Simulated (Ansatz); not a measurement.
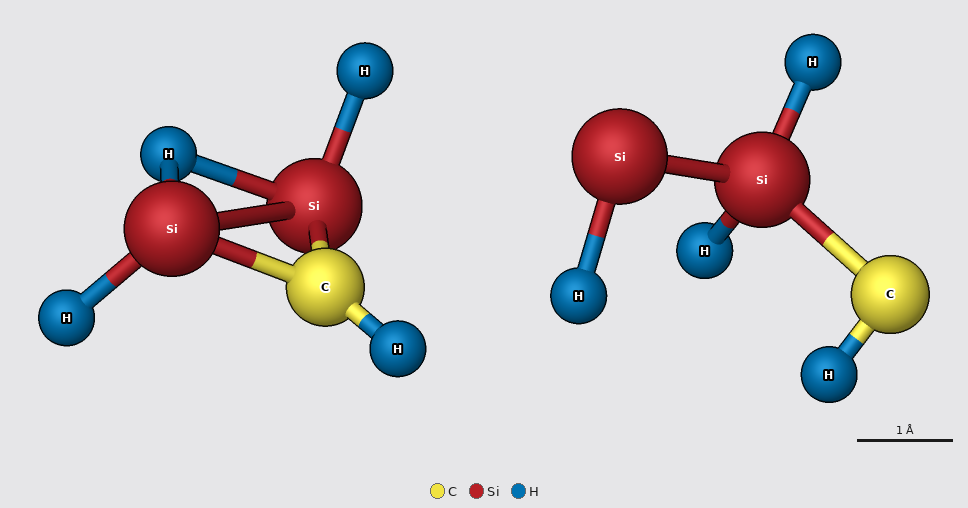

Two geometries of CH$_{4}$Si$_{2}$, drawn at one scale. One is the start of a relaxation, the other its converged end. The picture is a ball-and-stick view, seen at a tilt.

The calculation used Ansatz, RKS PBE-D4/def2-SVP. (force threshold 0.03 eV/Å; at most 250 steps)

Question: Which of the two is the end point?

Answer: The left one is the relaxed one. It is one of the separated reactants of a reaction. Over 17 geometry steps the energy falls by 112.6 kcal/mol. Largest force component: 9.7 eV/Å at the start, 0.023 eV/Å at the end. The atom that moves furthest after the best rigid fit is an H atom (1.36 Å). By element the largest moves are H 1.36 Å, Si 1.04 Å, C 0.87 Å. Near-neighbour distances that change, for instance: C–Si 3.251 → 1.821 Å, H–Si 2.545 → 1.743 Å, Si–Si 1.888 → 2.652 Å, H–Si 1.420 → 1.740 Å. New bonds form: C–Si (3.25 → 1.82 Å). Bond angles that change, for instance: C–Si–Si 118.9° → 43.3°, Si–Si–H 99.6° → 40.5°, Si–C–H 94.6° → 133.1°.
